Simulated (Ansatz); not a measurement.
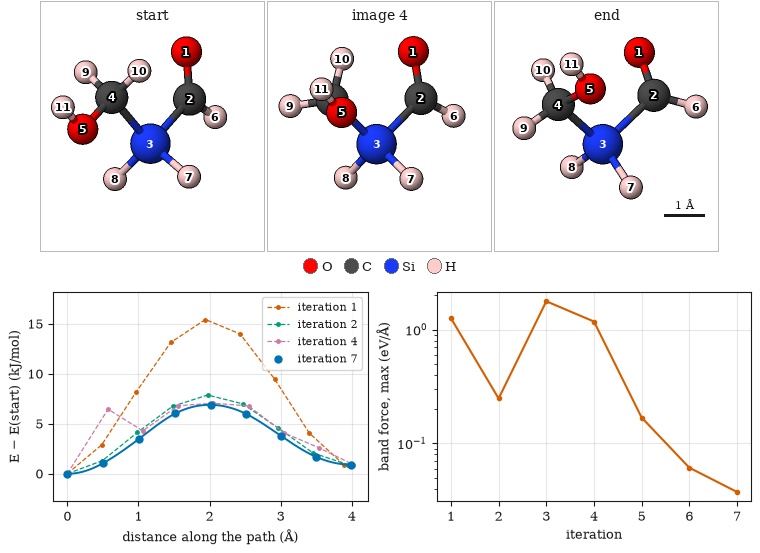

NEB run on C₂H₆O₂Si. Images are numbered from 0 (start) to 8 (end). The plot follows the band through its iterations. The picture is a ball-and-stick view, seen from a free direction.

These are results of RHF/cc-pVDZ in Ansatz, not measurements.

Input file:
```yaml
crystal:
  periodic: [false, false, false]
  atoms:
    - { symbol: O, position_ang: [-1.112933, 2.145829, 0.372036] }
    - { symbol: C, position_ang: [0.022353, 2.036206, 0.018451] }
    - { symbol: Si, position_ang: [0.804804, 0.281216, -0.233155] }
    - { symbol: C, position_ang: [-0.552532, -0.981283, 0.159549] }
    - { symbol: O, position_ang: [0.000382, -2.265001, -0.026045] }
    - { symbol: H, position_ang: [0.620836, 2.953978, -0.162829] }
    - { symbol: H, position_ang: [1.970906, 0.153907, 0.680437] }
    - { symbol: H, position_ang: [1.278733, 0.176455, -1.638459] }
    - { symbol: H, position_ang: [-1.411456, -0.806351, -0.497687] }
    - { symbol: H, position_ang: [-0.902044, -0.830545, 1.18685] }
    - { symbol: H, position_ang: [-0.653849, -2.921311, 0.161254] }
basis:
  gaussian: { orbitals: cc-pVDZ }
hamiltonian:
  xc: hf
neb:
  order_check: false
  images: 7
  f_tol: 0.05
  max_iterations: 60
  initial_path: idpp
  final_atoms:
    - { symbol: O, position_ang: [-1.09024528, 2.06256224, 0.43458306] }
    - { symbol: C, position_ang: [0.08250411, 1.84497926, 0.41450596] }
    - { symbol: Si, position_ang: [0.74725692, 0.31027499, -0.56585804] }
    - { symbol: C, position_ang: [-0.43787079, -1.13140938, -0.23184459] }
    - { symbol: O, position_ang: [-0.26663349, -1.47871012, 1.12478913] }
    - { symbol: H, position_ang: [0.77123366, 2.53502547, 0.94473391] }
    - { symbol: H, position_ang: [2.13462245, -0.00612885, -0.13890354] }
    - { symbol: H, position_ang: [0.74171904, 0.67713557, -2.00866299] }
    - { symbol: H, position_ang: [-0.22568657, -1.97683438, -0.89661719] }
    - { symbol: H, position_ang: [-1.45953453, -0.79465882, -0.43790724] }
    - { symbol: H, position_ang: [-0.93216551, -2.09913598, 1.38158353] }
```

Launched with:
```bash
ansatz run input.yaml --threads 1 --pin off --max-ram 2048MiB --backend cpu --events-out ev --progress --plain --runs-dir out
```

Did the band converge, and can the barrier be trusted?

The result is final at these settings. The band converged in 7 iterations. The largest component of the band force went from 1.3 to 0.037 eV/Å. The climbing image converged on the top of the path. Its vibrational analysis gives one imaginary mode (87i cm⁻¹), as a transition state must have. The first iteration put the highest image at 15.4 kJ/mol. Forward barrier 6.9 kJ/mol, backward barrier 6.0 kJ/mol, with image 4 at the top; the reaction energy is +0.9 kJ/mol.
